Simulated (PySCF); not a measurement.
# C3H9NSi2 (SMILES N#CCC([SiH3])[SiH3]): what the fields show

The calculation's input:

```
{"job": {"kind": "nmr", "xc": "PBE0", "basis": "pcSseg-1"}, "charge": 0, "multiplicity": 1}
N      3.233402     0.455229    -0.879006
C      2.147241     0.110379    -0.978647
C      0.786697    -0.348513    -1.062002
C      0.086409    -0.257949     0.304193
Si    -1.556730    -1.227366     0.263009
Si    -0.109922     1.561305     0.853247
H      0.810405    -1.383025    -1.423650
H      0.258469     0.256107    -1.805008
H      0.732871    -0.751869     1.038257
H     -2.456345    -0.613217    -0.715161
H     -2.155121    -1.222609     1.594946
H     -1.272941    -2.603946    -0.158235
H     -0.973555     2.236840    -0.120184
H     -0.730219     1.579170     2.177071
H      1.194925     2.217453     0.889258
```

Command:

```sh
OMP_NUM_THREADS=1 python probes_run.py task.json out
```

Geometry: GFN2-xTB.

Method: PBE0/pcSseg-1, SCF density, gas phase, non-relativistic in PySCF 2.14.0.

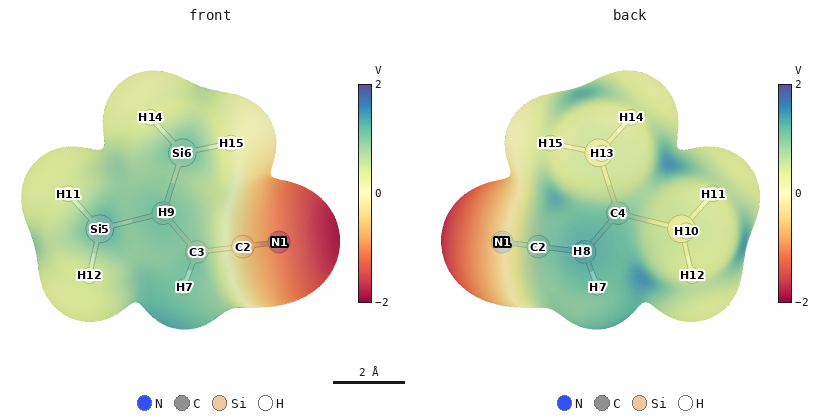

Figure 1. The electrostatic potential painted on the density surface at 0.002 e/bohr³, seen from the front and from behind; the colour scale runs from red (negative) to blue (positive).

Q: Which sites attract a positive test charge, and which a negative one?

A: A positive charge is drawn to the negative regions and a negative charge to the positive ones. The most negative region (about −1.9 V) lies over N1, the most positive (about +1.5 V) over Si5 and Si6. N1 is the likeliest acceptor of a hydrogen bond.

Q: How polar is the molecule by this calculation?

A: Its dipole moment is 3.51 D.

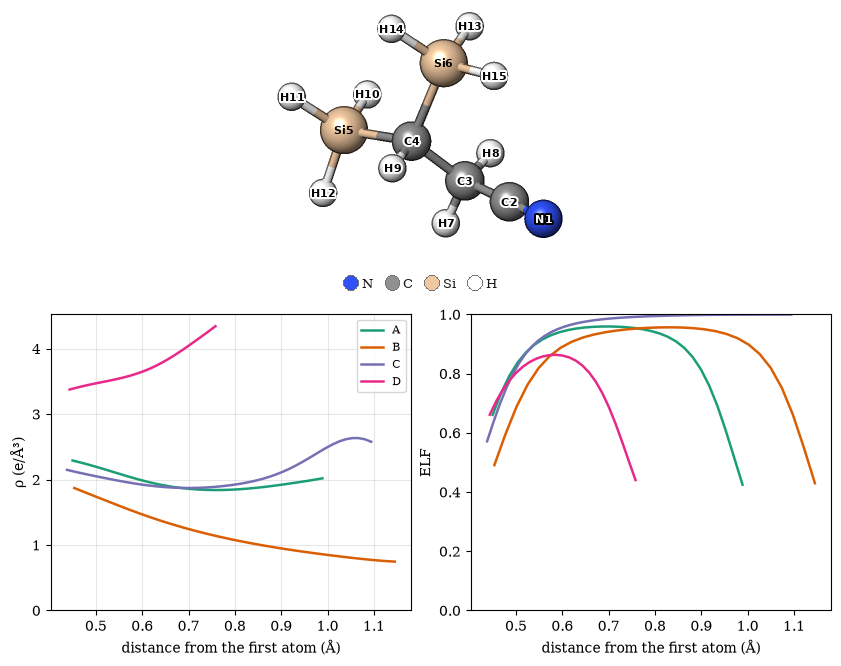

Figure 2. Total electron density and electron localisation function along straight lines between neighbouring atoms. The curves leave out the atomic cores. The structure is drawn too.

Q: Which curve belongs to which contact (C–C, C–H, C–N and C–Si)? The first atom named is at distance zero.

A: Curve A: C–C (1.44 Å): ρ at the midpoint is about 1.8 e/Å³; the ELF peaks at about 0.95 between the atoms: a covalent bond. Curve B: C–Si (1.91 Å): ρ is about 0.89 e/Å³ halfway; the ELF peaks at about 0.95 between the atoms, as expected for a shared electron pair. Curve C: C–H (1.09 Å): the density is about 2 e/Å³ at the midpoint; the ELF climbs to about 1 towards the hydrogen, as it does in any bond to H: an ordinary covalent bond to hydrogen. Curve D: C–N (1.14 Å): ρ at the midpoint is about 3.6 e/Å³; the ELF peaks at about 0.85 between the atoms; a short, multiple covalent bond.
